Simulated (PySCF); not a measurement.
# CH4AlClS (SMILES [CH3][Al]([SH])[Cl]): levels of theory compared

Wanted: a comparison of 6 runs (HF/STO-3G, HF/3-21G, PBE/6-31G, B3LYP/6-31G*, MP2/def2-SVP) of CH4AlClS. Input form: a Python script.

The results are computed with PySCF 2.14.0.

1 further run of the same task is left out (it didn't finish).

**1. The molecule**

The species is CH4AlClS (8 atoms), meant as a singlet with charge 0. As SMILES, `[CH3][Al]([SH])[Cl]`. The coordinates come from a PBE0-D4/def2-TZVP relaxation. This is one conformer, not always the lowest.

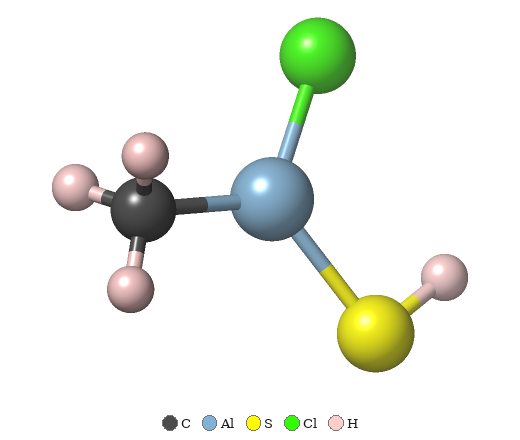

Viewed from a chosen angle; carbon dark grey, aluminium light blue, sulfur yellow, chlorine green, hydrogen pink.

**2. Energy and forces at HF/STO-3G (run 1)**

The input, job.py:

```python
import pyscf.grad
from pyscf import gto

system = gto.M(
    atom='''
C   -0.334100   1.323200  -0.264000
Al   0.071000  -0.559300  -0.098400
S    0.975200  -1.393500   1.697300
Cl  -0.348800  -1.896500  -1.664600
H   -1.400800   1.472800  -0.453600
H   -0.065100   1.877700   0.637700
H    0.205500   1.760200  -1.109000
H    0.989200  -2.641800   1.198900
''',
    basis='sto-3g',
    verbose=4,
    max_memory=1860,
)

hf = system.RHF()
hf.conv_tol = 1e-10
hf.kernel()
if not hf.converged:
    hf = hf.newton().run(hf.mo_coeff, hf.mo_occ)

e_tot = hf.e_tot
print(f'total energy: {e_tot:.8f} hartree')
grad = hf.Gradients().kernel()
hf.analyze()
```

Command:

```console
$ OMP_NUM_THREADS=1 python job.py
```

What it wrote:

```text
PySCF version 2.14.0

[... 75 lines left out ...]
Nuclear Repulsion Energy =             240.137658316524380
[... 3 lines left out ...]
DFT Exchange-Correlation Energy =      -77.852006522968509
[... 5 lines left out ...]
MO #4   energy= -10.9841206237138  occ= 2
[... 3 lines left out ...]
MO #8   energy= -7.72480400625374  occ= 2
[... 3 lines left out ...]
MO #12  energy= -6.23015859078445  occ= 2
[... 3 lines left out ...]
MO #16  energy= -3.03974354861977  occ= 2
[... 3 lines left out ...]
MO #20  energy= -0.52163436126541  occ= 2
[... 3 lines left out ...]
MO #24  energy= -0.390392367581532 occ= 2
[... 3 lines left out ...]
MO #28  energy= -0.273995733964731 occ= 2
[... 3 lines left out ...]
MO #32  energy= 0.528922536139485  occ= 0
[... 3 lines left out ...]
MO #36  energy= 0.751898627539177  occ= 0
[... 8 lines left out ...]
pop of  1 Al 2s           1.99998
pop of  1 Al 3s           0.97691
pop of  1 Al 2px          1.99887
pop of  1 Al 2py          1.99845
pop of  1 Al 2pz          1.99846
pop of  1 Al 3px          0.22859
pop of  1 Al 3py          0.56826
pop of  1 Al 3pz          0.46071
pop of  2 S 1s            2.00000
pop of  2 S 2s            1.99969
pop of  2 S 3s            1.79482
pop of  2 S 2px           1.99985
pop of  2 S 2py           1.99919
pop of  2 S 2pz           1.99946
pop of  2 S 3px           1.81579
pop of  2 S 3py           1.03810
pop of  2 S 3pz           1.45289
pop of  3 Cl 1s           2.00000
pop of  3 Cl 2s           1.99988
pop of  3 Cl 3s           1.92492
pop of  3 Cl 2px          1.99997
pop of  3 Cl 2py          1.99987
pop of  3 Cl 2pz          1.99982
pop of  3 Cl 3px          1.93464
pop of  3 Cl 3py          1.80619
pop of  3 Cl 3pz          1.73990
pop of  4 H 1s            0.97303
pop of  5 H 1s            0.97354
pop of  6 H 1s            0.97307
pop of  7 H 1s            1.05177
 ** Mulliken atomic charges  **
charge of    0C =     -0.29341
charge of    1Al =      0.76978
charge of    2S =     -0.09977
charge of    3Cl =     -0.40519
charge of    4H =      0.02697
charge of    5H =      0.02646
charge of    6H =      0.02693
charge of    7H =     -0.05177
Dipole moment(X, Y, Z, Debye):  0.17024,  1.68532,  1.12125
```

Run time: 1.9 s. Hardware: 1 thread of Arm Neoverse V1, shared host; peak memory 0.12 GiB.

**3. Energy and forces at HF/3-21G (run 2)**

The input, input.py:

```python
import pyscf.grad
from pyscf import gto, scf

molecule = gto.Mole()
molecule.atom = '''
C     -0.334100     1.323200    -0.264000
Al     0.071000    -0.559300    -0.098400
S      0.975200    -1.393500     1.697300
Cl    -0.348800    -1.896500    -1.664600
H     -1.400800     1.472800    -0.453600
H     -0.065100     1.877700     0.637700
H      0.205500     1.760200    -1.109000
H      0.989200    -2.641800     1.198900
'''
molecule.max_memory = 1860
molecule.basis = '3-21g'
molecule.verbose = 4
molecule.build()

mf = scf.RHF(molecule)
mf.conv_tol = 1e-10
mf.kernel()
if not mf.converged:
    mf = mf.newton().run(mf.mo_coeff, mf.mo_occ)

e_final = mf.e_tot
print('E(%s) = %.9f' % ('HF', e_final))
grad = mf.Gradients().kernel()
dip = mf.dip_moment()
pop, q = mf.mulliken_pop()
```

Command:

```console
$ OMP_NUM_THREADS=1 python input.py
```

What it wrote:

```text
PySCF version 2.14.0

[... 60 lines left out ...]
converged SCF energy = -1133.5573250764
[... 12 lines left out ...]
Dipole moment(X, Y, Z, Debye): -0.35776,  1.77107, -0.10058
[... 26 lines left out ...]
pop of  2 S 4s            1.02835
pop of  2 S 2px           1.96625
pop of  2 S 2py           1.95896
pop of  2 S 2pz           1.96372
pop of  2 S 3px           0.89256
pop of  2 S 3py           0.71395
pop of  2 S 3pz           0.83549
pop of  2 S 4px           0.96993
pop of  2 S 4py           0.43319
pop of  2 S 4pz           0.82048
pop of  3 Cl 1s           1.99858
pop of  3 Cl 2s           1.95838
pop of  3 Cl 3s           1.09921
pop of  3 Cl 4s           0.95262
pop of  3 Cl 2px          1.96963
pop of  3 Cl 2py          1.96853
pop of  3 Cl 2pz          1.96771
pop of  3 Cl 3px          1.02913
pop of  3 Cl 3py          1.01337
pop of  3 Cl 3pz          0.98290
pop of  3 Cl 4px          0.91836
pop of  3 Cl 4py          0.84137
pop of  3 Cl 4pz          0.81608
pop of  4 H 1s            0.45122
pop of  4 H 2s            0.30612
pop of  5 H 1s            0.45280
pop of  5 H 2s            0.30408
pop of  6 H 1s            0.45120
pop of  6 H 2s            0.30621
pop of  7 H 1s            0.42825
pop of  7 H 2s            0.47831
 ** Mulliken atomic charges  **
charge of    0C =     -1.09951
charge of    1Al =      1.30675
charge of    2S =     -0.51318
charge of    3Cl =     -0.51587
charge of    4H =      0.24266
charge of    5H =      0.24312
charge of    6H =      0.24258
charge of    7H =      0.09344
```

Run time: 2.3 s. Hardware: 1 thread of Arm Neoverse V1, shared host; peak memory 0.12 GiB.

**4. Energy and gradient at PBE/6-31G (run 3)**

The input, geometry.xyz:

```xyz
8

C     -0.334100     1.323200    -0.264000
Al     0.071000    -0.559300    -0.098400
S      0.975200    -1.393500     1.697300
Cl    -0.348800    -1.896500    -1.664600
H     -1.400800     1.472800    -0.453600
H     -0.065100     1.877700     0.637700
H      0.205500     1.760200    -1.109000
H      0.989200    -2.641800     1.198900
```

The input, input.py:

```python
# [CH3][Al]([SH])[Cl]
import pyscf.grad
from pyscf import gto, dft

mol = gto.M(
    atom='geometry.xyz',
    charge=0,
    verbose=3,
    basis='6-31g',
    spin=0,
    max_memory=1860,
)

ks = dft.RKS(mol, xc='pbe')
ks.grids.level = 5
ks.conv_tol = 1e-10
ks.kernel()
if not ks.converged:
    ks = ks.newton().run(ks.mo_coeff, ks.mo_occ)

etot = ks.e_tot
print('E(%s) = %.9f' % ('PBE', etot))
grad = ks.Gradients().kernel()
ks.analyze()
```

Command:

```console
$ OMP_NUM_THREADS=1 python input.py
```

What it wrote:

```text
converged SCF energy = -1140.77335315359
E(PBE) = -1140.773353154
--------------- RKS gradients ---------------
         x                y                z
0 C     0.0005105382    -0.0016066478     0.0004430379
1 Al     0.0016252398    -0.0271797391    -0.0077263650
2 S    -0.0079077362    -0.0095602048    -0.0228807669
3 Cl     0.0068263495     0.0222181097     0.0256825654
4 H     0.0070155963    -0.0009134420     0.0011953913
5 H    -0.0018853806    -0.0029666390    -0.0059077991
6 H    -0.0036215174    -0.0028422920     0.0055648372
7 H    -0.0025645730     0.0228518658     0.0036292482
----------------------------------------------
**** MO energy ****
MO #1   energy= -100.651535559035  occ= 2
MO #2   energy= -88.0508526832152  occ= 2
MO #3   energy= -55.4401716552686  occ= 2
MO #4   energy= -9.89040326449842  occ= 2
MO #5   energy= -9.17001698665522  occ= 2
MO #6   energy= -7.68540765286287  occ= 2
MO #7   energy= -6.99139973774291  occ= 2
MO #8   energy= -6.98545498155272  occ= 2
MO #9   energy= -6.98443951971146  occ= 2
MO #10  energy= -5.7074607239267   occ= 2
MO #11  energy= -5.70245478133049  occ= 2
MO #12  energy= -5.69748441087507  occ= 2
MO #13  energy= -3.99360529728111  occ= 2
MO #14  energy= -2.59812712904721  occ= 2
MO #15  energy= -2.5967814340841   occ= 2
MO #16  energy= -2.59267743766451  occ= 2
MO #17  energy= -0.754280436815036 occ= 2
MO #18  energy= -0.689865777111847 occ= 2
MO #19  energy= -0.636849848226563 occ= 2
MO #20  energy= -0.407836761209347 occ= 2
MO #21  energy= -0.38211062118256  occ= 2
MO #22  energy= -0.371935430341495 occ= 2
MO #23  energy= -0.364155075958499 occ= 2
MO #24  energy= -0.309385694922438 occ= 2
MO #25  energy= -0.301194475130617 occ= 2
MO #26  energy= -0.300802704373845 occ= 2
MO #27  energy= -0.268155128265432 occ= 2
MO #28  energy= -0.249439026042537 occ= 2
MO #29  energy= -0.0652576048060591 occ= 0
MO #30  energy= -0.0494377099837184 occ= 0
MO #31  energy= -0.00837992132531484 occ= 0
MO #32  energy= 0.0359567453279459 occ= 0
MO #33  energy= 0.0453021495894184 occ= 0
MO #34  energy= 0.101936995510862  occ= 0
MO #35  energy= 0.105689021757483  occ= 0
MO #36  energy= 0.123152627036759  occ= 0
MO #37  energy= 0.168073665898723  occ= 0
MO #38  energy= 0.175590099901038  occ= 0
MO #39  energy= 0.21345375408158   occ= 0
MO #40  energy= 0.255412508665639  occ= 0
MO #41  energy= 0.31479727663331   occ= 0
MO #42  energy= 0.358823599981547  occ= 0
MO #43  energy= 0.361799921244748  occ= 0
MO #44  energy= 0.4293517212538    occ= 0
MO #45  energy= 0.437168275305276  occ= 0
MO #46  energy= 0.473080996321321  occ= 0
MO #47  energy= 0.544960524541776  occ= 0
MO #48  energy= 0.572020128428497  occ= 0
MO #49  energy= 0.580978511466904  occ= 0
MO #50  energy= 0.586629875762755  occ= 0
MO #51  energy= 0.673488099987277  occ= 0
MO #52  energy= 0.811941369891233  occ= 0
MO #53  energy= 0.869548631957435  occ= 0
MO #54  energy= 0.903373252000958  occ= 0
MO #55  energy= 0.961709220783199  occ= 0
MO #56  energy= 1.08019172168624   occ= 0
 ** Mulliken atomic charges  **
charge of    0C =     -0.61041
charge of    1Al =      0.62169
charge of    2S =     -0.27842
charge of    3Cl =     -0.28545
charge of    4H =      0.14344
charge of    5H =      0.14196
charge of    6H =      0.14348
charge of    7H =      0.12371
Dipole moment(X, Y, Z, Debye): -0.22942,  1.39008,  0.04146
```

It took 20 s on 1 thread of Arm Neoverse V1, shared host; peak memory 0.57 GiB.

Runs 4 to 5 aren't shown in full; the table further down has their settings and results.

**5. Energy and forces at MP2/def2-SVP (run 6)**

The input, input.py:

```python
# [CH3][Al]([SH])[Cl]
from pyscf import gto, scf, mp

molecule = gto.M(
    atom=[
    ('C', (-0.334100, 1.323200, -0.264000)),
    ('Al', (0.071000, -0.559300, -0.098400)),
    ('S', (0.975200, -1.393500, 1.697300)),
    ('Cl', (-0.348800, -1.896500, -1.664600)),
    ('H', (-1.400800, 1.472800, -0.453600)),
    ('H', (-0.065100, 1.877700, 0.637700)),
    ('H', (0.205500, 1.760200, -1.109000)),
    ('H', (0.989200, -2.641800, 1.198900)),
],
    basis='def2-svp',
    verbose=4,
    max_memory=1860,
    charge=0,
)

mf = scf.RHF(molecule)
mf.conv_tol = 1e-10
mf.kernel()
if not mf.converged:
    mf = mf.newton().run(mf.mo_coeff, mf.mo_occ)

pt = mp.MP2(mf, frozen=16).run()
e_tot = pt.e_tot
print('E(%s) = %.9f' % ('MP2', e_tot))
grad = pt.nuc_grad_method().kernel()
dip = mf.dip_moment()
pop, q = mf.mulliken_pop()
```

Command:

```console
$ OMP_NUM_THREADS=1 python input.py
```

What it wrote:

```text
PySCF version 2.14.0

[... 62 lines left out ...]
converged SCF energy = -1138.90748102583
[... 17 lines left out ...]
Dipole moment(X, Y, Z, Debye): -0.20888,  0.98007, -0.08173
[... 58 lines left out ...]
pop of  3 Cl 3px          0.71102
pop of  3 Cl 3py          0.69844
pop of  3 Cl 3pz          0.68313
pop of  3 Cl 4px          1.19130
pop of  3 Cl 4py          1.11555
pop of  3 Cl 4pz          1.08770
pop of  3 Cl 3dxy         0.00147
pop of  3 Cl 3dyz         0.00603
pop of  3 Cl 3dz^2        0.00298
pop of  3 Cl 3dxz         0.00197
pop of  3 Cl 3dx2-y2      0.00157
pop of  4 H 1s            0.73309
pop of  4 H 2s            0.17108
pop of  4 H 2px           0.01697
pop of  4 H 2py           0.00662
pop of  4 H 2pz           0.00445
pop of  5 H 1s            0.73571
pop of  5 H 2s            0.16905
pop of  5 H 2px           0.00480
pop of  5 H 2py           0.00916
pop of  5 H 2pz           0.01351
pop of  6 H 1s            0.73307
pop of  6 H 2s            0.17118
pop of  6 H 2px           0.00757
pop of  6 H 2py           0.00835
pop of  6 H 2pz           0.01213
pop of  7 H 1s            0.70089
pop of  7 H 2s            0.17251
pop of  7 H 2px           0.00675
pop of  7 H 2py           0.01932
pop of  7 H 2pz           0.00795
 ** Mulliken atomic charges  **
charge of    0C =     -0.47195
charge of    1Al =      0.94644
charge of    2S =     -0.38238
charge of    3Cl =     -0.38796
charge of    4H =      0.06779
charge of    5H =      0.06777
charge of    6H =      0.06770
charge of    7H =      0.09259
```

Wall time 11 s (1 thread of Arm Neoverse V1, shared host); peak memory 0.55 GiB.

**6. Overview of the runs**

```
run                               level  integration grid  Cartesian functions   energy (Eh)  dipole moment (D) of the reference  HOMO energy (eV)  LUMO energy (eV)  wall time
  1                           HF/STO-3G                 –                   no  -1126.663219                                2.03             -7.46              7.85      1.9 s
  2                            HF/3-21G                 –                   no  -1133.557325                                1.81            -10.93              1.72      2.3 s
  3                           PBE/6-31G                 5                   no  -1140.773353                                1.41             -6.79             -1.78       20 s
  4  B3LYP/6-31G* (spherical functions)                 5                   no  -1141.453597                                1.21             -7.52             -0.87       29 s
  5  B3LYP/6-31G* (Cartesian functions)                 5                  yes  -1141.462052                                1.21             -7.52             -0.87       31 s
  6                        MP2/def2-SVP                 –                   no  -1139.373874                                1.01            -10.53              2.33       11 s
```

**7. Outcome**

| quantity | value |
| --- | --- |
| run 6: total energy | -1139.37387 Eh |
| run 6: dipole moment (Hartree–Fock density) | 1.01 D |
| run 6: HOMO energy (Hartree–Fock orbitals) | -10.53 eV |
| run 6: LUMO energy (Hartree–Fock orbitals) | 2.33 eV |
| run 6: HOMO–LUMO gap (Hartree–Fock orbitals) | 12.86 eV |
| run 6: correlation energy (16 core orbitals frozen) | -466.4 mEh |
| run 6: largest force on an atom | 0.251 eV/Å |

Over runs 1, 2, 3, 4, 5 the dipole moment (its size) runs from 1.21 D (B3LYP/6-31G*) to 2.03 D (HF/STO-3G). The two ends differ in method and basis. Over runs 1, 2, 3, 4, 5 the HOMO–LUMO gap runs from 5.01 eV (PBE/6-31G) to 15.30 eV (HF/STO-3G). Totals of different functionals can't be ranked against each other. In run 1 the basis is minimal, so the values are rough. All runs together took 94 s, the longest 31 s.
